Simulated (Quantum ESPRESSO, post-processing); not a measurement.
# 1T-SnSe2, layer by layer, part 7 of 7

What does each added layer of 1T-SnSe2 bring in screening, and what does it do to the gap?

Quantum ESPRESSO 7.5; plane-wave DFT, PBE, GBRV ultrasoft pseudopotentials.

So far. Step 10 (Relaxing cell and ions, 2 layers):  The last row is no step: it is a fresh SCF in the final cell with a new plane-wave basis, +21 meV from the row before, a sign that the cell is biased by the basis (Pulay stress). Step 14 (Potential by pp.x, 2 layers): The slope in the vacuum is 0.100 eV/Å for an applied 0.10 V/Å, as it should be.

### 15. Band structure, 2 layers: no field

The input, n2.f0.bands.in:

```
&control
  prefix = 'n2.f0.bands'
  outdir = './out'
  pseudo_dir = './pseudo'
  calculation = 'bands'
  tefield = .true.
  dipfield = .true.
/
&system
  ibrav = 0
  nat = 6
  ntyp = 2
  ecutwfc = 40
  ecutrho = 200
  occupations = 'smearing'
  smearing = 'fd'
  degauss = 0.004
  edir = 3
  emaxpos = 0.97
  eopreg = 0.04
  eamp = 0.0
  nbnd = 30
/
&electrons
  conv_thr = 1e-07
  mixing_beta = 0.4
  electron_maxstep = 120
  mixing_mode = 'local-TF'
/
ATOMIC_SPECIES
  Se  78.9710  se_pbe_v1.uspp.F.UPF
  Sn  118.7100  sn_pbe_v1.4.uspp.F.UPF
CELL_PARAMETERS angstrom
  3.81643992000000 0.00000000000000 0.00000000000000
  -1.90821996000000 3.30513392300000 0.00000000000000
  0.00000000000000 0.00000000000000 24.52097808600000
ATOMIC_POSITIONS crystal
  Se  0.666666666700 0.333333333300 0.311239733300
  Sn  0.000000000000 0.000000000000 0.376560604100
  Se  0.333333333300 0.666666666700 0.441900597700
  Se  0.666666666700 0.333333333300 0.558099402300
  Sn  0.000000000000 0.000000000000 0.623439395900
  Se  0.333333333300 0.666666666700 0.688760266700
K_POINTS crystal_b
4
  0.0000000000 0.0000000000 0.0000000000 12
  0.5000000000 0.0000000000 0.0000000000 12
  0.3333333333 0.3333333333 0.0000000000 12
  0.0000000000 0.0000000000 0.0000000000 1
```

On the command line:

```sh
$ cp -r out/n2.f0.save out/n2.f0.bands.save
$ cp out/n2.f0.xml out/n2.f0.bands.xml
$ OMP_NUM_THREADS=1 mpirun -n 4 pw.x -nk 4 -in n2.f0.bands.in > n2.f0.bands.out
```

The program printed:

```text
[banner, memory and clock lines left out]
Program PWSCF v.7.5 starts

          URL

     Presently no symmetry can be used with electric field

     Atomic positions and unit cell read from directory:
     ./out/n2.f0.bands.save/

     G-vector sticks info

     bravais-lattice index     =            0
     lattice parameter (alat)  =       7.2120  a.u.
     unit-cell volume          =    2087.2856 (a.u.)^3
     number of atoms/cell      =            6
     number of atomic types    =            2
     number of electrons       =        52.00
     number of Kohn-Sham states=           30
     kinetic-energy cutoff     =      40.0000  Ry
     charge density cutoff     =     200.0000  Ry
     Exchange-correlation=  SLA  PW   PBX  PBC
                           (   1   4   3   4   0   0   0)

     celldm(1)=   7.212026  celldm(2)=   0.000000  celldm(3)=   0.000000
     celldm(4)=   0.000000  celldm(5)=   0.000000  celldm(6)=   0.000000

     crystal axes: (cart. coord. in units of alat)
               a(1) = (   1.000000   0.000000   0.000000 )
               a(2) = (  -0.500000   0.866025   0.000000 )
               a(3) = (   0.000000   0.000000   6.425092 )

     reciprocal axes: (cart. coord. in units 2 pi/alat)
               b(1) = (  1.000000  0.577350 -0.000000 )
               b(2) = (  0.000000  1.154701  0.000000 )
               b(3) = (  0.000000 -0.000000  0.155640 )

     PseudoPot. # 1 for Se read from file:
     ./pseudo/se_pbe_v1.uspp.F.UPF
     Pseudo is Ultrasoft + core correction, Zval =  6.0
     Generated by new atomic code, or converted to UPF format
     Using radial grid of  877 points,  6 beta functions with:
                l(1) =   0
                l(2) =   0
                l(3) =   1
                l(4) =   1
                l(5) =   2
                l(6) =   2
     Q(r) pseudized with  8 coefficients,  rinner =    1.300   1.300   1.300
                                                       1.300   1.300

     PseudoPot. # 2 for Sn read from file:
     ./pseudo/sn_pbe_v1.4.uspp.F.UPF
     Pseudo is Ultrasoft + core correction, Zval = 14.0
     Generated by new atomic code, or converted to UPF format
     Using radial grid of  891 points,  6 beta functions with:
                l(1) =   0
                l(2) =   0
                l(3) =   1
                l(4) =   1
                l(5) =   2
                l(6) =   2
     Q(r) pseudized with  8 coefficients,  rinner =    1.350   1.350   1.350
                                                       1.350   1.350

     atomic species   valence    mass     pseudopotential
     Se                6.00    78.97100     Se( 1.00)
     Sn               14.00   118.71000     Sn( 1.00)

     No symmetry found

   Cartesian axes

     site n.     atom                  positions (alat units)
         1        Se     tau(   1) = (   0.5000000   0.2886751   1.9997440  )
         2        Sn     tau(   2) = (   0.0000000   0.0000000   2.4194366  )
         3        Se     tau(   3) = (  -0.0000000   0.5773503   2.8392521  )
         4        Se     tau(   4) = (   0.5000000   0.2886751   3.5858401  )
         5        Sn     tau(   5) = (   0.0000000   0.0000000   4.0056556  )
         6        Se     tau(   6) = (  -0.0000000   0.5773503   4.4253482  )

     number of k points=    37  Fermi-Dirac smearing, width (Ry)=  0.0040
                       cart. coord. in units 2pi/alat
        k(    1) = (   0.0000000   0.0000000   0.0000000), wk =   0.0540541
        k(    2) = (   0.0416667   0.0240563   0.0000000), wk =   0.0540541
        k(    3) = (   0.0833333   0.0481125   0.0000000), wk =   0.0540541
        k(    4) = (   0.1250000   0.0721688   0.0000000), wk =   0.0540541
        k(    5) = (   0.1666667   0.0962250   0.0000000), wk =   0.0540541
        k(    6) = (   0.2083333   0.1202813   0.0000000), wk =   0.0540541
        k(    7) = (   0.2500000   0.1443376   0.0000000), wk =   0.0540541
        k(    8) = (   0.2916667   0.1683938   0.0000000), wk =   0.0540541
        k(    9) = (   0.3333333   0.1924501   0.0000000), wk =   0.0540541
        k(   10) = (   0.3750000   0.2165064   0.0000000), wk =   0.0540541
        k(   11) = (   0.4166667   0.2405626   0.0000000), wk =   0.0540541
        k(   12) = (   0.4583333   0.2646189   0.0000000), wk =   0.0540541
        k(   13) = (   0.5000000   0.2886751   0.0000000), wk =   0.0540541
        k(   14) = (   0.4861111   0.3127314   0.0000000), wk =   0.0540541
        k(   15) = (   0.4722222   0.3367877   0.0000000), wk =   0.0540541
        k(   16) = (   0.4583333   0.3608439   0.0000000), wk =   0.0540541
        k(   17) = (   0.4444444   0.3849002   0.0000000), wk =   0.0540541
        k(   18) = (   0.4305556   0.4089564   0.0000000), wk =   0.0540541
        k(   19) = (   0.4166667   0.4330127   0.0000000), wk =   0.0540541
        k(   20) = (   0.4027778   0.4570690   0.0000000), wk =   0.0540541
        k(   21) = (   0.3888889   0.4811252   0.0000000), wk =   0.0540541
        k(   22) = (   0.3750000   0.5051815   0.0000000), wk =   0.0540541
        k(   23) = (   0.3611111   0.5292377   0.0000000), wk =   0.0540541
        k(   24) = (   0.3472222   0.5532940   0.0000000), wk =   0.0540541
        k(   25) = (   0.3333333   0.5773503   0.0000000), wk =   0.0540541
        k(   26) = (   0.3055556   0.5292377   0.0000000), wk =   0.0540541
        k(   27) = (   0.2777778   0.4811252   0.0000000), wk =   0.0540541
        k(   28) = (   0.2500000   0.4330127   0.0000000), wk =   0.0540541
        k(   29) = (   0.2222222   0.3849002   0.0000000), wk =   0.0540541
        k(   30) = (   0.1944444   0.3367877   0.0000000), wk =   0.0540541
        k(   31) = (   0.1666667   0.2886751   0.0000000), wk =   0.0540541
        k(   32) = (   0.1388889   0.2405626   0.0000000), wk =   0.0540541
        k(   33) = (   0.1111111   0.1924501   0.0000000), wk =   0.0540541
        k(   34) = (   0.0833333   0.1443376   0.0000000), wk =   0.0540541
        k(   35) = (   0.0555556   0.0962250   0.0000000), wk =   0.0540541
        k(   36) = (   0.0277778   0.0481125   0.0000000), wk =   0.0540541
        k(   37) = (   0.0000000   0.0000000   0.0000000), wk =   0.0540541

     Dense  grid:    99629 G-vectors     FFT dimensions: (  36,  36, 216)

     Smooth grid:    71425 G-vectors     FFT dimensions: (  30,  30, 192)

     The potential is recalculated from file :
     ./out/n2.f0.bands.save/charge-density

     negative rho (up, down):  3.804E-04 0.000E+00

     Adding external electric field

     Computed dipole along edir(3) :
        Dipole                0.0000 Ry au,          0.0000 Debye
        Dipole field          0.0000 Ry au,

[...]
-0.2372   0.0337   1.0218   1.3663   4.2804   4.5262

          k = 0.4722 0.3368 0.0000 (  8914 PWs)   bands (ev):

   -20.9110 -20.9109 -20.8415 -20.8415 -20.8407 -20.8406 -20.7999 -20.7998
   -20.7946 -20.7945 -11.7810 -11.6962 -11.3733 -11.3228  -6.7657  -6.6848
    -4.2985  -3.9754  -2.4504  -2.1511  -2.0039  -1.8397  -0.7823  -0.3717
    -0.2805  -0.0520   1.1355   1.4471   4.4194   4.6087

          k = 0.4583 0.3608 0.0000 (  8924 PWs)   bands (ev):

   -20.9093 -20.9091 -20.8432 -20.8432 -20.8397 -20.8396 -20.8008 -20.8008
   -20.7948 -20.7947 -11.7625 -11.6795 -11.3658 -11.3173  -6.7628  -6.6916
    -4.2662  -3.9425  -2.5009  -2.2939  -2.1329  -1.8875  -0.7897  -0.4046
    -0.3308  -0.1406   1.3026   1.5537   4.6294   4.7228

          k = 0.4444 0.3849 0.0000 (  8914 PWs)   bands (ev):

   -20.9069 -20.9067 -20.8455 -20.8455 -20.8383 -20.8382 -20.8021 -20.8020
   -20.7950 -20.7950 -11.7371 -11.6567 -11.3562 -11.3106  -6.7598  -6.7018
    -4.2212  -3.8966  -2.6140  -2.4533  -2.2290  -1.9776  -0.7993  -0.5228
    -0.3717  -0.1745   1.4998   1.6588   4.8390   4.8818

          k = 0.4306 0.4090 0.0000 (  8930 PWs)   bands (ev):

   -20.9039 -20.9038 -20.8484 -20.8484 -20.8365 -20.8364 -20.8037 -20.8036
   -20.7953 -20.7952 -11.7054 -11.6286 -11.3454 -11.3037  -6.7577  -6.7157
    -4.1640  -3.8381  -2.7825  -2.6160  -2.2848  -2.1069  -0.8083  -0.6873
    -0.3960  -0.1736   1.7049   1.7407   4.9361   5.1299

          k = 0.4167 0.4330 0.0000 (  8922 PWs)   bands (ev):

   -20.9005 -20.9004 -20.8518 -20.8517 -20.8344 -20.8343 -20.8055 -20.8054
   -20.7957 -20.7956 -11.6682 -11.5959 -11.3346 -11.2978  -6.7573  -6.7333
    -4.0950  -3.7674  -2.9679  -2.7715  -2.3321  -2.2666  -0.8494  -0.8150
    -0.4043  -0.1661   1.7875   1.8991   5.0123   5.2614

          k = 0.4028 0.4571 0.0000 (  8930 PWs)   bands (ev):

   -20.8968 -20.8967 -20.8556 -20.8555 -20.8320 -20.8319 -20.8075 -20.8075
   -20.7961 -20.7960 -11.6265 -11.5598 -11.3251 -11.2944  -6.7596  -6.7543
    -4.0152  -3.6852  -3.1449  -2.9111  -2.4453  -2.3948  -0.9817  -0.8211
    -0.3998  -0.1611   1.7987   2.0682   5.0722   5.2195

          k = 0.3889 0.4811 0.0000 (  8938 PWs)   bands (ev):

   -20.8928 -20.8927 -20.8596 -20.8596 -20.8294 -20.8293 -20.8097 -20.8096
   -20.7965 -20.7964 -11.5813 -11.5215 -11.3185 -11.2951  -6.7775  -6.7649
    -3.9258  -3.5925  -3.2999  -3.0287  -2.6315  -2.4842  -1.0686  -0.8308
    -0.3850  -0.1618   1.7825   2.2025   5.1169   5.1375

          k = 0.3750 0.5052 0.0000 (  8932 PWs)   bands (ev):

   -20.8887 -20.8886 -20.8639 -20.8638 -20.8266 -20.8266 -20.8120 -20.8119
   -20.7968 -20.7967 -11.5342 -11.4826 -11.3166 -11.3017  -6.8012  -6.7728
    -3.8293  -3.4917  -3.4248  -3.1202  -2.8137  -2.5990  -1.1060  -0.8499
    -0.3614  -0.1704   1.7517   2.2979   5.0760   5.1444

          k = 0.3611 0.5292 0.0000 (  8939 PWs)   bands (ev):

   -20.8845 -20.8844 -20.8682 -20.8681 -20.8239 -20.8238 -20.8143 -20.8142
   -20.7972 -20.7971 -11.4867 -11.4453 -11.3211 -11.3156  -6.8224  -6.7821
    -3.7310  -3.5188  -3.3836  -3.1836  -2.9802  -2.7271  -1.0997  -0.8831
    -0.3302  -0.1881   1.7191   2.3563   5.0492   5.1510

          k = 0.3472 0.5533 0.0000 (  8923 PWs)   bands (ev):

   -20.8804 -20.8803 -20.8724 -20.8723 -20.8212 -20.8211 -20.8166 -20.8165
   -20.7974 -20.7973 -11.4417 -11.4141 -11.3355 -11.3326  -6.8378  -6.7901
    -3.6442  -3.5763  -3.2842  -3.2182  -3.1127  -2.8446  -1.0600  -0.9325
    -0.2932  -0.2158   1.6951   2.3843   5.0575   5.1344

          k = 0.3333 0.5774 0.0000 (  8895 PWs)   bands (ev):

   -20.8765 -20.8765 -20.8763 -20.8762 -20.8188 -20.8188 -20.8188 -20.8187
   -20.7975 -20.7974 -11.4081 -11.4081 -11.3457 -11.3456  -6.8437  -6.7937
    -3.6006  -3.6006  -3.2305  -3.2305  -3.1706  -2.9010  -0.9972  -0.9972
    -0.2528  -0.2528   1.6863   2.3914   5.0950   5.0950

          k = 0.3056 0.5292 0.0000 (  8923 PWs)   bands (ev):

   -20.8836 -20.8835 -20.8690 -20.8689 -20.8230 -20.8229 -20.8154 -20.8154
   -20.7971 -20.7970 -11.5068 -11.4613 -11.3122 -11.3021  -6.8140  -6.7720
    -3.6846  -3.5693  -3.3315  -3.2025  -3.0086  -2.7187  -1.1530  -0.8418
    -0.3401  -0.1750   1.7228   2.3797   4.9735   5.2171

          k = 0.2778 0.4811 0.0000 (  8935 PWs)   bands (ev):

   -20.8888 -20.8887 -20.8625 -20.8625 -20.8264 -20.8264 -20.8143 -20.8143
   -20.7960 -20.7959 -11.6716 -11.5992 -11.2970 -11.2536  -6.7159  -6.6914
    -3.7722  -3.5506  -3.3210  -3.1129  -2.7134  -2.4078  -1.2930  -0.7420
    -0.3644  -0.1231   1.8225   2.3718   4.8578   5.2979

          k = 0.2500 0.4330 0.0000 (  8931 PWs)   bands (ev):

   -20.8917 -20.8916 -20.8573 -20.8572 -20.8289 -20.8289 -20.8148 -20.8148
   -20.7955 -20.7954 -11.8801 -11.7851 -11.3193 -11.2392  -6.5501  -6.5413
    -3.7543  -3.5484  -3.1143  -3.0157  -2.3838  -2.0678  -1.3463  -0.7815
    -0.2356  -0.1162   1.9616   2.3811   4.8077   5.2297

          k = 0.2222 0.3849 0.0000 (  8905 PWs)   bands (ev):

   -20.8922 -20.8920 -20.8534 -20.8533 -20.8303 -20.8303 -20.8161 -20.8161
   -20.7966 -20.7965 -12.1148 -12.0023 -11.3803 -11.2636  -6.3361  -6.3295
    -3.6156  -3.4387  -2.9357  -2.8498  -2.0490  -1.7235  -1.2638  -0.8317
    -0.1587  -0.0617   2.1176   2.4021   4.8375   5.1129

          k = 0.1944 0.3368 0.0000 (  8893 PWs)   bands (ev):

   -20.8903 -20.8901 -20.8510 -20.8510 -20.8306 -20.8305 -20.8175 -20.8174
   -20.7996 -20.7996 -12.3577 -12.2324 -11.4735 -11.3231  -6.1089  -6.0784
    -3.3662  -3.2051  -2.8388  -2.5741  -1.7303  -1.3952  -1.0556  -0.7952
    -0.2356   0.0845   2.2760   2.4291   4.9072   5.0392

          k = 0.1667 0.2887 0.0000 (  8889 PWs)   bands (ev):

   -20.8865 -20.8864 -20.8504 -20.8503 -20.8297 -20.8297 -20.8186 -20.8185
   -20.8043 -20.8042 -12.5930 -12.4588 -11.5875 -11.4086  -5.9106  -5.8192
    -3.0365  -2.8549  -2.6419  -2.3044  -1.4541  -1.0953  -0.7788  -0.6443
    -0.3109   0.1797   2.4304   2.4651   4.9273   5.0087

          k = 0.1389 0.2406 0.0000 (  8929 PWs)   bands (ev):

   -20.8816 -20.8815 -20.8515 -20.8515 -20.8279 -20.8278 -20.8194 -20.8193
   -20.8096 -20.8096 -12.8081 -12.6680 -11.7094 -11.5076  -5.7739  -5.5848
    -2.6602  -2.4040  -2.2787  -2.0234  -1.2588  -0.8202  -0.5093  -0.4179
    -0.3190   0.2224   2.5200   2.5701   4.8273   4.9483

          k = 0.1111 0.1925 0.0000 (  8919 PWs)   bands (ev):

   -20.8764 -20.8763 -20.8541 -20.8541 -20.8253 -20.8252 -20.8205 -20.8205
   -20.8143 -20.8142 -12.9940 -12.8498 -11.8268 -11.6076  -5.7051  -5.4001
    -2.2272  -1.8747  -1.7813  -1.6978  -1.1645  -0.5763  -0.3522  -0.1814
    -0.1638   0.2265   2.5975   2.6508   4.6228   4.7185

          k = 0.0833 0.1443 0.0000 (  8929 PWs)   bands (ev):

   -20.8716 -20.8715 -20.8577 -20.8576 -20.8230 -20.8229 -20.8223 -20.8223
   -20.8164 -20.8164 -13.1440 -12.9973 -11.9289 -11.6973  -5.6860  -5.2735
    -1.7640  -1.3169  -1.2985  -1.2629  -1.0621  -0.3848  -0.2300   0.0105
     0.0260   0.2172   2.5687   2.6744   4.3549   4.4304

          k = 0.0556 0.0962 0.0000 (  8943 PWs)   bands (ev):

   -20.8679 -20.8678 -20.8612 -20.8611 -20.8258 -20.8257 -20.8196 -20.8195
   -20.8169 -20.8169 -13.2539 -13.1056 -12.0075 -11.7677  -5.6918  -5.1979
    -1.4856  -0.9096  -0.8958  -0.7288  -0.6285  -0.2589  -0.0936   0.0982
     0.1560   0.2415   2.2648   2.6869   3.9962   4.0300

          k = 0.0278 0.0481 0.0000 (  8953 PWs)   bands (ev):

   -20.8655 -20.8655 -20.8638 -20.8637 -20.8277 -20.8276 -20.8177 -20.8176
   -20.8170 -20.8169 -13.3208 -13.1717 -12.0570 -11.8125  -5.7027  -5.1599
    -1.4431  -0.5443  -0.4260  -0.2884  -0.2823  -0.2005   0.0994   0.1110
     0.2161   0.2809   1.8656   2.5970   3.6085   3.6744

          k = 0.0000 0.0000 0.0000 (  8955 PWs)   bands (ev):

   -20.8647 -20.8647 -20.8647 -20.8647 -20.8283 -20.8282 -20.8170 -20.8170
   -20.8169 -20.8169 -13.3433 -13.1939 -12.0739 -11.8278  -5.7075  -5.1486
    -1.4424  -0.3481  -0.2277  -0.2277  -0.1332  -0.1332   0.1639   0.1639
     0.2737   0.2737   1.6563   2.5245   3.4269   3.5305

     XML data file, pseudopotentials, collected wavefunctions

                                        0.00s GPU  (     645 calls)
```

Wall time 74 s (4 MPI ranks of Arm Neoverse V2, shared host); peak memory 0.47 GiB; 4.9 min of CPU time.

This step gave:

```
dipole along the normal              : 0 e·Å
valence top, on the run's zero       : 0.3676 eV
conduction bottom, on the run's zero : 0.9812 eV
gap by band count                    : 0.6137 eV
```

Band numbers count within the set of bands kept for display. Electronic bands along the path, in eV, zero at the highest filled level of the SCF mesh; v1 is the highest filled band, c1 the lowest empty one:

```tsv
point	v4	v3	v2	v1	c1	c2	c3	c4
Γ	-0.20	-0.20	-0.09	-0.09	1.29	2.16	3.06	3.17
M	-1.14	-0.75	-0.58	-0.30	0.62	0.97	3.87	4.13
K	-1.36	-1.36	-0.62	-0.62	1.32	2.03	4.73	4.73
Γ	-0.20	-0.20	-0.09	-0.09	1.29	2.16	3.06	3.17
```

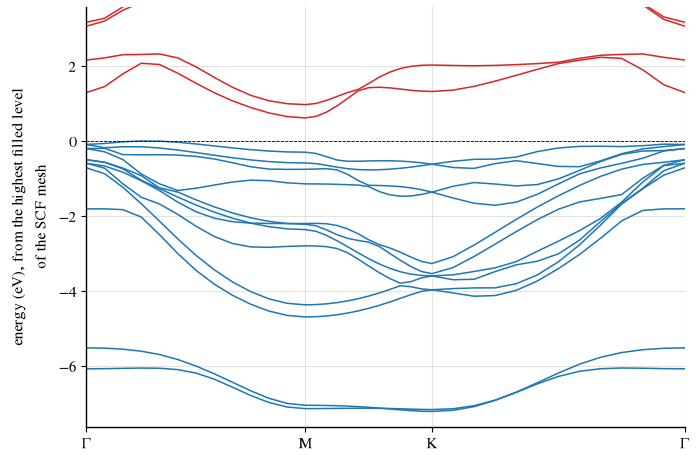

Electronic bands along the path; lines of filled and empty bands in two colours.

Along this path the valence top lies between Γ and M and the conduction bottom at M.

### 16. Polarisability from the dipole between 0 and 0.1 V/A, 2 layers

Read from the output:

- polarisability a cell: 10.92 Å³
- sheet polarisability 4πα/A: 10.88 Å

Change of the potential energy, second field less first against z:

```tsv
z (Å)	change of the potential energy, second field less first (eV)
0	-0.341
1	-0.582
2	-0.482
3	-0.382
4	-0.282
5	-0.183
6	-0.0929
7	-0.0406
8	-0.0304
9	-0.0282
10	-0.0209
11	-0.0197
12	-0.00605
13	0.0146
14	0.0211
15	0.0233
16	0.0305
17	0.0324
18	0.0585
19	0.135
20	0.231
21	0.331
22	0.431
23	0.531
24	0.332
```

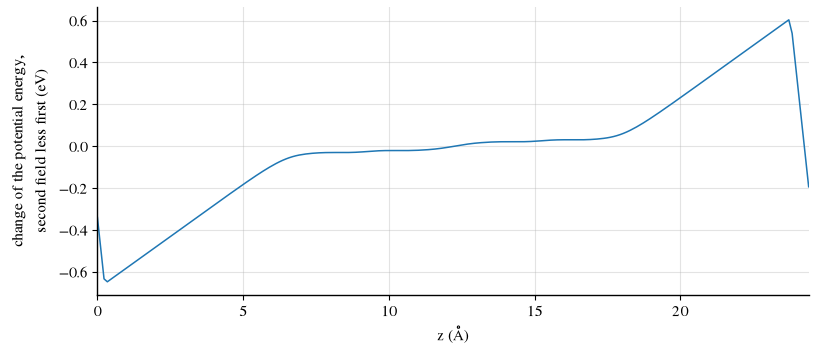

Change of the potential energy, second field less first against z.

### 17. The series side by side

All levels:

```tsv
level	sheet polarisability (Å)	gap without a field (eV)	vacuum over the valence top of the mesh (eV)	CPU time (s)
1 layer	5.321	0.7372	5.926	132.4
2 layers	10.88	0.6137	5.892	402.7
```

### 18. The arithmetic

From 1 to 2 layers, over the growth of the distance between the outermost mean planes: (10.875 − 5.321) Å / 6.053 Å = 0.918 = 1 − 1/ε, so ε = 12.1.

### 19. What came out

```json
{
 "4πα/A of 1 layer": "5.32 Å",
 "gap along the path, 1 layer": "0.74 eV",
 "Kohn-Sham ionisation potential, 1 layer": "5.91 eV",
 "4πα/A of 2 layers": "10.88 Å",
 "gap along the path, 2 layers": "0.61 eV",
 "Kohn-Sham ionisation potential, 2 layers": "5.89 eV"
}
```

The sheet polarisability 4πα/A grows as 5.32 and 10.88 Å for 1 and 2 layers (PBE, GBRV ultrasoft). The last layer adds 6.05 Å between the outermost mean planes and 5.55 Å of 4πα/A; 1 − 1/ε = 0.918 gives ε = 12.1 along the normal for the stacked crystal at this spacing. The gap runs 0.74 and 0.61 eV. Relaxed under PBE-D3(BJ), the lattice constant goes from 3.807 to 3.816 Å. For one layer the induced dipoles at +0.1 and −0.1 V/Å differ in size by 0.0 %, which is SCF noise. The nearest atoms of neighbouring layers lie 3.60 Å apart. With 1 − 1/ε so near one, ε is touchy: 0.1 Å more spacing would give ε = 10.3. One stacking was chosen. The ions are clamped in the field. Semilocal gaps are too small and shrink less with thickness than quasiparticle gaps, which also feel the screening by neighbours. Spin-orbit coupling is left out; depending on the atoms that carry the levels of interest, it can split and shift them by tens to hundreds of meV.

[Logs are printed without paths, hosts, clocks, repeated set-up lines and the standing remarks that a program may print on its own settings, such as how far it seeks lower states.]

[Hosts, paths, dates, database ids (printed as entryN), source tags and the programs' standing remarks are cut or masked in the printed files.]

[Maps of the electrostatic potential energy from Ansatz leave out the sawtooth potential of an applied field or a dipole correction, so their vacuum need not be flat; planar profiles and work functions include it.]
